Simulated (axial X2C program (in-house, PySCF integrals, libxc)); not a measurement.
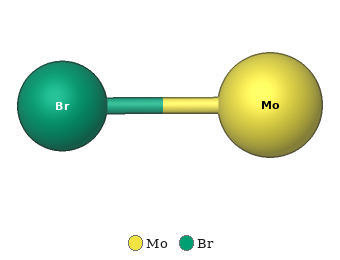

The molecule at the reference distance of 2.440 Å.

# MoBr: relativistic diatomic calculation

MoBr, single determinant with Ω = 5/2. Computed at this level: PBE0, two-component X2C with atomic mean-field Coulomb and Gaunt terms, Mo dyall-v3z, Br dyall-v3z (cores contracted) (axial X2C program (in-house, PySCF integrals, libxc)).

Summary:

```tsv
quantity	value
outcome	converged
bond length rₑ	2.436 Å
ωₑ	264.1 cm⁻¹
energy at the minimum	−6651.71849 hartree
depth below the fragments	3.21 eV
hardware	1 thread of Arm Neoverse N1, 16 GiB of memory available, shared host
wall time	34 s
peak memory	0.46 GiB
```

The input:
```
{"zs": [42, 35], "q": 0, "bas": ["dyall-v3z", "dyall-v3z"], "levels": ["PBE0", "HF", "B97-3", "BLYP"], "cc": false, "r0": 2.52, "npts": 10, "nst": 2, "ntry": 6}
```

The line is the task of a batch: nuclear charges, charge, bases, the levels to run, a first guess of the distance and further settings. This report covers PBE0 with spin-orbit coupling. The log is that of the reference distance 2.44 Å, started from orbitals converged before.

The run was one of a batch that the task file lists, launched with:
```bash
python <driver script> task.json out
```

Log:
```
two-component X2C + atomic mean field  PBE0
basis functions 203  fitting functions 1167  grid points 5798
iter        total energy     max residual
   1      -6651.718482513     8.27e-05
   2      -6651.718482528     3.08e-05
   3      -6651.718482540     1.35e-05
   4      -6651.718482541     7.26e-06
converged
one-electron -9840.09743685  Coulomb 3089.66108758  exact exchange -53.43937083  xc functional -163.75861852  nuclear repulsion 318.80758199  atomic mean-field constant -2.89172591
```

The points of the curve:

```tsv
R (Å)	E (hartree)	dipole (D; origin at the first atom, positive when the second is positive)	highest filled (eV)	lowest empty (eV)
2.123	−6651.686018	−2.94	−5.54	−2.06
2.220	−6651.705290	−3.43	−5.73	−2.26
2.294	−6651.713338	−3.81	−5.86	−2.42
2.367	−6651.717397	−4.19	−5.97	−2.57
2.440	−6651.718483	−4.57	−6.08	−2.72
2.525	−6651.717036	−5.02	−6.18	−2.89
2.611	−6651.713550	−5.45	−6.27	−3.05
2.721	−6651.707166	−6.00	−6.35	−3.24
2.855	−6651.697783	−6.63	−6.41	−3.45
3.050	−6651.683186	−7.44	−6.40	−3.73
```

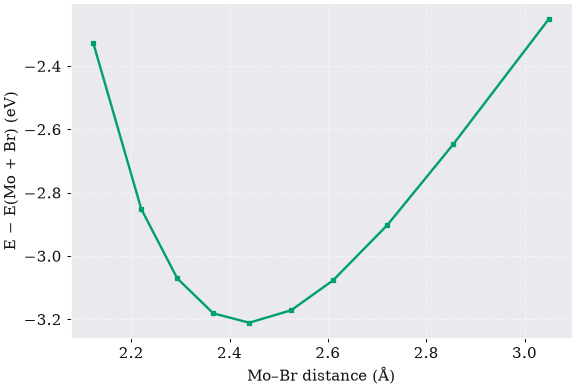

Energy at 10 bond lengths, for one set of occupations held fixed; the line joins the points. A polynomial of degree 6 through 9 points gives rₑ = 2.436 Å, ωₑ = 264.1 cm⁻¹, ωₑxₑ = 0.75 cm⁻¹ and Bₑ = 0.06501 cm⁻¹. The minimum lies 3.21 eV below Mo + Br, each computed as one determinant at the same level.

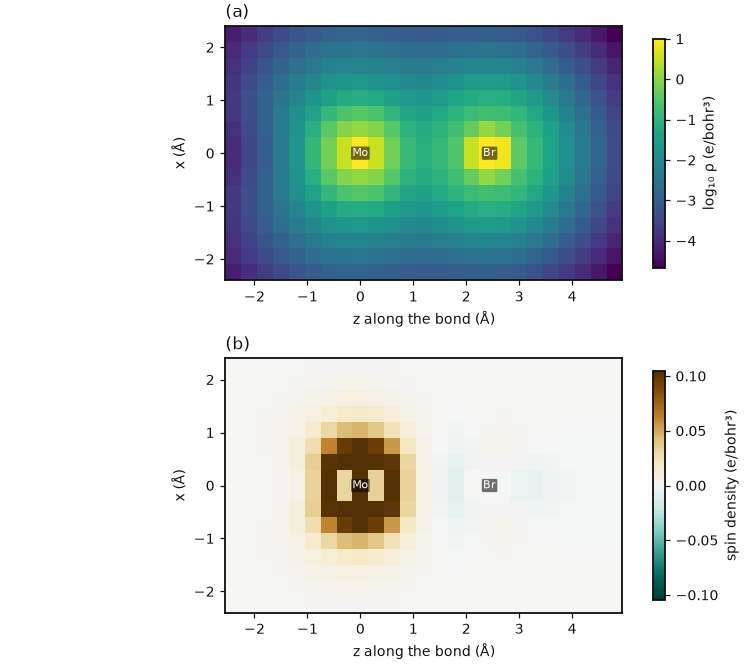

(a) electron density on a logarithmic scale; (b) spin density, in a plane that holds the axis, at 2.44 Å, on points 0.3 Å apart (one half computed, the other mirrored); the structure near the nuclei is finer than these points.

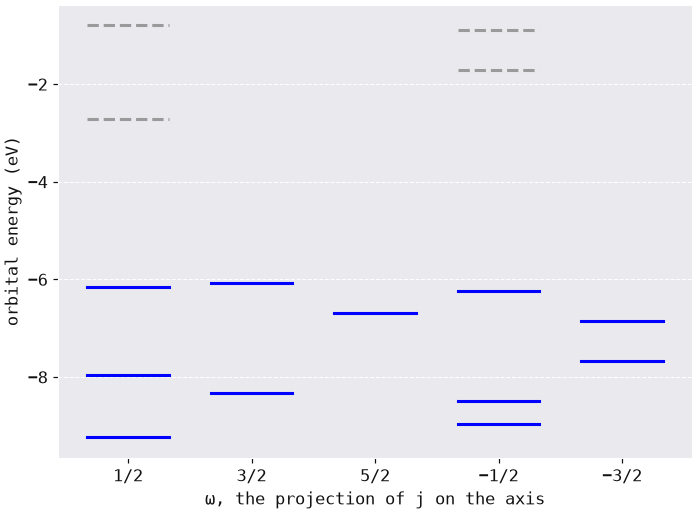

Orbital energies near the frontier at 2.44 Å, filled (solid) and empty (dashed). The highest filled spinor (3/2; 61 % Mo d, 30 % Br p) lies at −6.08 eV, the lowest empty one (1/2; 34 % Mo p, 32 % Mo s) at −2.72 eV.
